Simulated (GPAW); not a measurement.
# CH₅OSi (charge −1): calculation of the molecule and its ions (part 1 of 3)

- system: CH₅OSi, charge −1, SMILES CO[SiH2-]
- method: RPBE/dzp, scalar-relativistic datasets (GPAW 26.7.0)

The geometry comes from this level: GFN2-xTB.

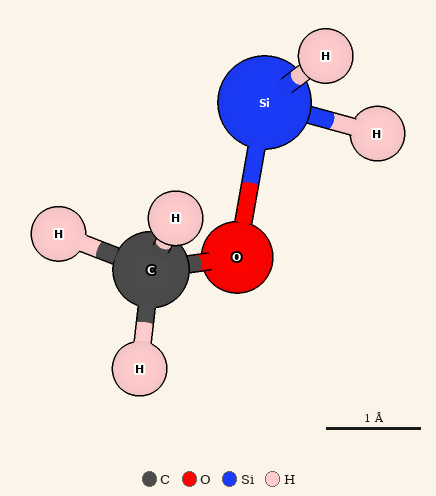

The input geometry (ball-and-stick view, seen at a tilt).

The input (calc.py)
```python
from ase.io import read
from gpaw import GPAW

# Atomic positions
molecule = read('mol.sdf')
molecule.center(vacuum=5.5)

energies = {}
for name, charge, unpaired in [('start', -1, 0), ('oxidised', 0, 1)]:
    molecule.set_initial_magnetic_moments([unpaired / len(molecule)] * len(molecule))
    gpaw_calc = GPAW(mode='lcao',
                     basis='dzp',
                     h=0.22,
                     xc='RPBE',
                     charge=charge,
                     occupations={'name': 'fermi-dirac', 'width': 0.0, 'fixmagmom': unpaired > 0},
                     maxiter=100,
                     symmetry='off',
                     txt='-')
    molecule.calc = gpaw_calc
    energies[name] = molecule.get_potential_energy()
    print(f'{name:10} {energies[name]:12.5f} eV')

ip = energies['oxidised'] - energies['start']
print(f'Vertical IP = {ip:.3f} eV')
```

File mol.sdf
```

     RDKit          3D

  8  7  0  0  0  0  0  0  0  0999 V2000
   -0.4971    0.9567   -0.2170 C   0  0  0  0  0  0  0  0  0  0  0  0
   -0.5995   -0.2119    0.4346 O   0  0  0  0  0  0  0  0  0  0  0  0
    0.4718   -1.4562   -0.1791 Si  0  0  0  0  0  3  0  0  0  0  0  0
   -0.7574    0.8670   -1.2920 H   0  0  0  0  0  0  0  0  0  0  0  0
    0.5289    1.3760   -0.1873 H   0  0  0  0  0  0  0  0  0  0  0  0
   -1.1721    1.7090    0.2295 H   0  0  0  0  0  0  0  0  0  0  0  0
    1.8075   -0.8536    0.2454 H   0  0  0  0  0  0  0  0  0  0  0  0
    0.2180   -2.3871    0.9659 H   0  0  0  0  0  0  0  0  0  0  0  0
  2  1  1  0
  3  2  1  0
  4  1  1  0
  5  1  1  0
  6  1  1  0
  7  3  1  0
  8  3  1  0
M  CHG  1   3  -1
M  END
$$$$
```

Hardware: 1 thread of Arm Neoverse V1, 24 GiB of memory available, shared host.

Command:
```bash
python calc.py
```

What the program printed
```
__  _  _
 | _ |_)|_||  |
 |__||  | ||/\| - 26.7.0

units:  Angstrom and eV
cores:  1
OpenMP: False

Versions:
  Python: 3.12.14
  ASE:    3.29.0
  Numpy:  2.5.5
  Scipy:  1.18.1
  Libxc:  7.0.0

        _gpaw.cpython-312-aarch64-linux-gnu.so

Input parameters:
  mode=LCAO(),
  basis={'default': 'dzp'},
  charge=-1,
  h=0.22,
  maxiter=100,
  occupations=Occupations(name='fermi-dirac', width=0.0, fixmagmom=False),
  symmetry=Symmetry(point_group=False, time_reversal=False),
  xc=XC(name='RPBE')
          .---------------------------------.
         /|                                 |
        / |                                 |
       /  |                                 |
      /   |                                 |
     /    |                                 |
    /     |                                 |
   /      |                                 |
  /       |                                 |
 *        |                                 |
 |        |                                 |
 |        |         H                       |
 |        |         OH  H H                 |
 |        |          HSi                    |
 |        |                                 |
 |        |                                 |
 |        .---------------------------------.
 |       /                                 /
 |      /                                 /
 |     /                                 /
 |    /                                 /
 |   /                                 /
 |  /                                 /
 | /                                 /
 |/                                 /
 *---------------------------------*

Atoms  # Å, Bohr magnetons
|   | symbol |        x |        y |        z |    initial magnetic moments |
|---|--------|----------|----------|----------|-----------------------------|
| 0 |      C | 6.175000 | 8.843800 | 6.575000 | ( 0.0000,  0.0000,  0.0000) |
| 1 |      O | 6.072600 | 7.675200 | 7.226600 | ( 0.0000,  0.0000,  0.0000) |
| 2 |     Si | 7.143900 | 6.430900 | 6.612900 | ( 0.0000,  0.0000,  0.0000) |
| 3 |      H | 5.914700 | 8.754100 | 5.500000 | ( 0.0000,  0.0000,  0.0000) |
| 4 |      H | 7.201000 | 9.263100 | 6.604700 | ( 0.0000,  0.0000,  0.0000) |
| 5 |      H | 5.500000 | 9.596100 | 7.021500 | ( 0.0000,  0.0000,  0.0000) |
| 6 |      H | 8.479600 | 7.033500 | 7.037400 | ( 0.0000,  0.0000,  0.0000) |
| 7 |      H | 6.890100 | 5.500000 | 7.757900 | ( 0.0000,  0.0000,  0.0000) |

Unit cell  # Å
| periodic |         x |         y |         z |   lengths |    angles |
|----------|-----------|-----------|-----------|-----------|-----------|
|       no | 13.979600 |  0.000000 |  0.000000 | 13.979600 | 90.000000 |
|       no |  0.000000 | 15.096100 |  0.000000 | 15.096100 | 90.000000 |
|       no |  0.000000 |  0.000000 | 13.257900 | 13.257900 | 90.000000 |

Number of symmetries: 1
Symmetry operations  # r_c * U_cc + t_c -> r_c
|   | kind |            matrix            |
|---|------|------------------------------|
| 0 |  E   |  1, 0, 0,  0, 1, 0,  0, 0, 1 |

BZ-sampling:
  Number of BZ points: 1
  Number of IBZ points: 1

  Monkhorst-Pack size: [1, 1, 1]
  Monkhorst-Pack shift: [0, 0, 0]

K-points  # in reciprocal-cell coordinates
|   |                                coordinates |     weight |
|---|--------------------------------------------|------------|
| 0 | (  0.00000000,   0.00000000,   0.00000000) | 1.00000000 |

basis functions: 64
Spin-components: 1 (collinear spins)
Bands:           16
Projectors:      30
Spin-degeneracy: 2
Datatype:        <class 'float'>

  Storage: CPU
  Wave functions: 8_192 bytes (8_192 per core)

Parallelization:
  kpt:    1
  domain: 1
  band:   1

Density:
  Valence electrons: 19.0
  Components: 1
  Grid points: [64 68 60]
  Charge: -1.0  # |e|

Potential:
  Grid points: [64 68 60]

species:
  C:
    name:    Carbon
    Z:       6.0
    valence: 4
    core:    2
    charge:  0.0  # [|e|]
    file:    C.RPBE.gz
    compensation charges:
      type: gauss
      rc: 0.20  # [Å]
      lmax: 2
    cutoffs:
      filter: 1.14  # [Å]
      core: 1.14  # [Å]
    projectors
    | kind |    occ | energy [eV] | rcut [Å] |
    |------|--------|-------------|----------|
    |   2s |  2.000 |     -13.815 |    0.635 |
    |   2p |  2.000 |      -5.254 |    0.635 |
    |    s |        |      13.396 |    0.635 |
    |    p |        |      21.957 |    0.635 |
    |    d |        |       0.000 |    0.635 |

    LCAO basis set for C:
      Name: dzp
      File: C.dzp.basis.gz
      Number of radial functions: 5
      Number of spherical harmonics: 13
        l=0, rc=5.5469 Bohr: 2s-sz confined orbital
        l=1, rc=6.6719 Bohr: 2p-sz confined orbital
        l=0, rc=3.0312 Bohr: 2s-dz split-valence wave
        l=1, rc=3.7500 Bohr: 2p-dz split-valence wave
        l=2, rc=6.6719 Bohr: d-type Gaussian polarization
      Number of RI-basis functions 0

  O:
    name:    Oxygen
    Z:       8.0
    valence: 6
    core:    2
    charge:  0.0  # [|e|]
    file:    O.RPBE.gz
    compensation charges:
      type: gauss
      rc: 0.21  # [Å]
      lmax: 2
    cutoffs:
      filter: 1.17  # [Å]
      core: 0.83  # [Å]
    projectors
    | kind |    occ | energy [eV] | rcut [Å] |
    |------|--------|-------------|----------|
    |   2s |  2.000 |     -24.041 |    0.688 |
    |   2p |  4.000 |      -8.984 |    0.598 |
    |    s |        |       3.170 |    0.688 |
    |    p |        |      18.228 |    0.598 |
    |    d |        |       0.000 |    0.619 |

    LCAO basis set for O:
      Name: dzp
      File: O.dzp.basis.gz
      Number of radial functions: 5
      Number of spherical harmonics: 13
        l=0, rc=4.3438 Bohr: 2s-sz confined orbital
        l=1, rc=5.3906 Bohr: 2p-sz confined orbital
        l=0, rc=2.2969 Bohr: 2s-dz split-valence wave
        l=1, rc=2.8906 Bohr: 2p-dz split-valence wave
        l=2, rc=5.3906 Bohr: d-type Gaussian polarization
      Number of RI-basis functions 0

  Si:
    name:    Silicon
    Z:       14.0
    valence: 4
    core:    10
    charge:  0.0  # [|e|]
    file:    Si.RPBE.gz
    compensation charges:
      type: gauss
      rc: 0.33  # [Å]
      lmax: 2
    cutoffs:
      filter: 1.86  # [Å]
      core: 2.06  # [Å]
    projectors
    | kind |    occ | energy [eV] | rcut [Å] |
    |------|--------|-------------|----------|
    |   3s |  2.000 |     -10.793 |    1.058 |
    |   3p |  2.000 |      -4.075 |    1.058 |
    |    s |        |      16.418 |    1.058 |
    |    p |        |      23.136 |    1.058 |
    |    d |        |       0.000 |    1.058 |

    LCAO basis set for Si:
      Name: dzp
      File: Si.dzp.basis.gz
      Number of radial functions: 5
      Number of spherical harmonics: 13
        l=0, rc=6.8594 Bohr: 3s-sz confined orbital
        l=1, rc=9.0625 Bohr: 3p-sz confined orbital
        l=0, rc=3.8906 Bohr: 3s-dz split-valence wave
        l=1, rc=5.2344 Bohr: 3p-dz split-valence wave
        l=2, rc=9.0625 Bohr: d-type Gaussian polarization
      Number of RI-basis functions 0

  H:
    name:    Hydrogen
    Z:       1.0
    valence: 1
    core:    0
    charge:  0.0  # [|e|]
    file:    H.RPBE.gz
    compensation charges:
      type: gauss
      rc: 0.15  # [Å]
      lmax: 2
    cutoffs:
      filter: 0.85  # [Å]
      core: 0.53  # [Å]
    projectors
    | kind |    occ | energy [eV] | rcut [Å] |
    |------|--------|-------------|----------|
    |   1s |  1.000 |      -6.572 |    0.476 |
    |    s |        |      20.639 |    0.476 |
    |    p |        |       0.000 |    0.476 |

    LCAO basis set for H:
      Name: dzp
      File: H.dzp.basis.gz
      Number of radial functions: 3
      Number of spherical harmonics: 5
        l=0, rc=6.4219 Bohr: 1s-sz confined orbital
        l=0, rc=3.6094 Bohr: 1s-dz split-valence wave
        l=1, rc=6.4219 Bohr: p-type Gaussian polarization
      Number of RI-basis functions 0

Reference energy: -11025.414254  # eV

eigensolver:
  <gpaw.new.lcao.eigensolver.LCAOEigensolver object at 0xe0bf9c487980>
density mixing:
  MSR1-Mixer
  Pratt-step length: 0.05
  Maximum mixing coefficient: 0.75
  Old densities: 10
  SVD Regularization: 0.005
  Good broyden scale: 1.0
  Trust region scale: 1.0
  Backstep threshold: 4.0
  History deletion threshold: 6.0
  Fourier metric: weight=20.0, sigma=0.015

occupation numbers:
  # Zero width

FastPoissonSolver using
    Stencil: 6*3+1=19 point O(h^6) finite-difference Laplacian
    FFT axes: []
    FST axes: [np.int64(2), np.int64(0), np.int64(1)]

xc functional:
  name: RPBE with 2 nearest neighbor stencil
interpolation: tri-quintic # 5. degree polynomial

          .---------------------------------.
         /|                                 |
        / |                                 |
       /  |                                 |
      /   |                                 |
     /    |                                 |
    /     |                                 |
   /      |                                 |
  /       |                                 |
 *        |                                 |
 |        |                                 |
 |        |         H                       |
 |        |         OH  H H                 |
 |        |          HSi                    |
 |        |                                 |
 |        |                                 |
 |        .---------------------------------.
 |       /                                 /
 |      /                                 /
 |     /                                 /
 |    /                                 /
 |   /                                 /
 |  /                                 /
 | /                                 /
 |/                                 /
 *---------------------------------*

Atoms  # Å, Bohr magnetons
|   | symbol |        x |        y |        z |    initial magnetic moments |
|---|--------|----------|----------|----------|-----------------------------|
| 0 |      C | 6.175000 | 8.843800 | 6.575000 | ( 0.0000,  0.0000,  0.0000) |
| 1 |      O | 6.072600 | 7.675200 | 7.226600 | ( 0.0000,  0.0000,  0.0000) |
| 2 |     Si | 7.143900 | 6.430900 | 6.612900 | ( 0.0000,  0.0000,  0.0000) |
| 3 |      H | 5.914700 | 8.754100 | 5.500000 | ( 0.0000,  0.0000,  0.0000) |
| 4 |      H | 7.201000 | 9.263100 | 6.604700 | ( 0.0000,  0.0000,  0.0000) |
| 5 |      H | 5.500000 | 9.596100 | 7.021500 | ( 0.0000,  0.0000,  0.0000) |
| 6 |      H | 8.479600 | 7.033500 | 7.037400 | ( 0.0000,  0.0000,  0.0000) |
| 7 |      H | 6.890100 | 5.500000 | 7.757900 | ( 0.0000,  0.0000,  0.0000) |

Unit cell  # Å
| periodic |         x |         y |         z |   lengths |    angles |
|----------|-----------|-----------|-----------|-----------|-----------|
|       no | 13.979600 |  0.000000 |  0.000000 | 13.979600 | 90.000000 |
|       no |  0.000000 | 15.096100 |  0.000000 | 15.096100 | 90.000000 |
|       no |  0.000000 |  0.000000 | 13.257900 | 13.257900 | 90.000000 |

Number of symmetries: 1
Symmetry operations  # r_c * U_cc + t_c -> r_c
|   | kind |            matrix            |
|---|------|------------------------------|
| 0 |  E   |  1, 0, 0,  0, 1, 0,  0, 0, 1 |

BZ-sampling:
  Number of BZ points: 1
  Number of IBZ points: 1

  Monkhorst-Pack size: [1, 1, 1]
  Monkhorst-Pack shift: [0, 0, 0]

K-points  # in reciprocal-cell coordinates
|   |                                coordinates |     weight |
|---|--------------------------------------------|------------|
| 0 | (  0.00000000,   0.00000000,   0.00000000) | 1.00000000 |

basis functions: 64
Spin-components: 1 (collinear spins)
Bands:           16
Projectors:      30
Spin-degeneracy: 2
Datatype:        <class 'float'>

  Storage: CPU
  Wave functions: 8_192 bytes (8_192 per core)

Parallelization:
  kpt:    1
  domain: 1
  band:   1

Density:
  Valence electrons: 19.0
  Components: 1
  Grid points: [64 68 60]
  Charge: -1.0  # |e|

Potential:
  Grid points: [64 68 60]

species:
  C:
    name:    Carbon
    Z:       6.0
    valence: 4
    core:    2
    charge:  0.0  # [|e|]
    file:    C.RPBE.gz
    compensation charges:
      type: gauss
      rc: 0.20  # [Å]
      lmax: 2
    cutoffs:
      filter: 1.14  # [Å]
      core: 1.14  # [Å]
    projectors
    | kind |    occ | energy [eV] | rcut [Å] |
    |------|--------|-------------|----------|
    |   2s |  2.000 |     -13.815 |    0.635 |
    |   2p |  2.000 |      -5.254 |    0.635 |
    |    s |        |      13.396 |    0.635 |
    |    p |        |      21.957 |    0.635 |
    |    d |        |       0.000 |    0.635 |

    LCAO basis set for C:
      Name: dzp
      File: C.dzp.basis.gz
      Number of radial functions: 5
      Number of spherical harmonics: 13
        l=0, rc=5.5469 Bohr: 2s-sz confined orbital
        l=1, rc=6.6719 Bohr: 2p-sz confined orbital
        l=0, rc=3.0312 Bohr: 2s-dz split-valence wave
        l=1, rc=3.7500 Bohr: 2p-dz split-valence wave
        l=2, rc=6.6719 Bohr: d-type Gaussian polarization
      Number of RI-basis functions 0

  O:
    name:    Oxygen
    Z:       8.0
    valence: 6
    core:    2
    charge:  0.0  # [|e|]
    file:    O.RPBE.gz
    compensation charges:
      type: gauss
      rc: 0.21  # [Å]
      lmax: 2
    cutoffs:
      filter: 1.17  # [Å]
      core: 0.83  # [Å]
    projectors
    | kind |    occ | energy [eV] | rcut [Å] |
    |------|--------|-------------|----------|
    |   2s |  2.000 |     -24.041 |    0.688 |
    |   2p |  4.000 |      -8.984 |    0.598 |
    |    s |        |       3.170 |    0.688 |
    |    p |        |      18.228 |    0.598 |
    |    d |        |       0.000 |    0.619 |

    LCAO basis set for O:
      Name: dzp
      File: O.dzp.basis.gz
      Number of radial functions: 5
      Number of spherical harmonics: 13
        l=0, rc=4.3438 Bohr: 2s-sz confined orbital
        l=1, rc=5.3906 Bohr: 2p-sz confined orbital
        l=0, rc=2.2969 Bohr: 2s-dz split-valence wave
        l=1, rc=2.8906 Bohr: 2p-dz split-valence wave
        l=2, rc=5.3906 Bohr: d-type Gaussian polarization
      Number of RI-basis functions 0

  Si:
    name:    Silicon
    Z:       14.0
    valence: 4
    core:    10
    charge:  0.0  # [|e|]
    file:    Si.RPBE.gz
    compensation charges:
      type: gauss
      rc: 0.33  # [Å]
      lmax: 2
    cutoffs:
      filter: 1.86  # [Å]
      core: 2.06  # [Å]
    projectors
    | kind |    occ | energy [eV] | rcut [Å] |
    |------|--------|-------------|----------|
    |   3s |  2.000 |     -10.793 |    1.058 |
    |   3p |  2.000 |      -4.075 |    1.058 |
    |    s |        |      16.418 |    1.058 |
    |    p |        |      23.136 |    1.058 |
    |    d |        |       0.000 |    1.058 |

    LCAO basis set for Si:
      Name: dzp
      File: Si.dzp.basis.gz
      Number of radial functions: 5
      Number of spherical harmonics: 13
        l=0, rc=6.8594 Bohr: 3s-sz confined orbital
        l=1, rc=9.0625 Bohr: 3p-sz confined orbital
        l=0, rc=3.8906 Bohr: 3s-dz split-valence wave
        l=1, rc=5.2344 Bohr: 3p-dz split-valence wave
        l=2, rc=9.0625 Bohr: d-type Gaussian polarization
      Number of RI-basis functions 0

  H:
    name:    Hydrogen
    Z:       1.0
    valence: 1
    core:    0
    charge:  0.0  # [|e|]
    file:    H.RPBE.gz
    compensation charges:
      type: gauss
      rc: 0.15  # [Å]
      lmax: 2
    cutoffs:
      filter: 0.85  # [Å]
      core: 0.53  # [Å]
    projectors
    | kind |    occ | energy [eV] | rcut [Å] |
    |------|--------|-------------|----------|
    |   1s |  1.000 |      -6.572 |    0.476 |
    |    s |        |      20.639 |    0.476 |
    |    p |        |       0.000 |    0.476 |

    LCAO basis set for H:
      Name: dzp
      File: H.dzp.basis.gz
      Number of radial functions: 3
      Number of spherical harmonics: 5
        l=0, rc=6.4219 Bohr: 1s-sz confined orbital
        l=0, rc=3.6094 Bohr: 1s-dz split-valence wave
        l=1, rc=6.4219 Bohr: p-type Gaussian polarization
      Number of RI-basis functions 0

Reference energy: -11025.414254  # eV

eigensolver:
  <gpaw.new.lcao.eigensolver.LCAOEigensolver object at 0xe0bf944af8c0>
density mixing:
  MSR1-Mixer
  Pratt-step length: 0.05
  Maximum mixing coefficient: 0.75
  Old densities: 10
  SVD Regularization: 0.005
  Good broyden scale: 1.0
  Trust region scale: 1.0
  Backstep threshold: 4.0
  History deletion threshold: 6.0
  Fourier metric: weight=20.0, sigma=0.015

occupation numbers:
  # Zero width

FastPoissonSolver using
    Stencil: 6*3+1=19 point O(h^6) finite-difference Laplacian
    FFT axes: []
    FST axes: [np.int64(2), np.int64(0), np.int64(1)]

xc functional:
  name: RPBE with 2 nearest neighbor stencil
interpolation: tri-quintic # 5. degree polynomial

Initialization done in: 4.959 s

convergence criteria:
- Maximum [total energy] change in last 3 cyles: 0.0005 eV / valence electron
- Maximum integral of absolute [dens]ity change: 0.0001 electrons / valence electron
- Maximum integral of absolute [eigenst]ate change: 4e-08 eV^2 / valence electron
maximum number of iterations: 100
```
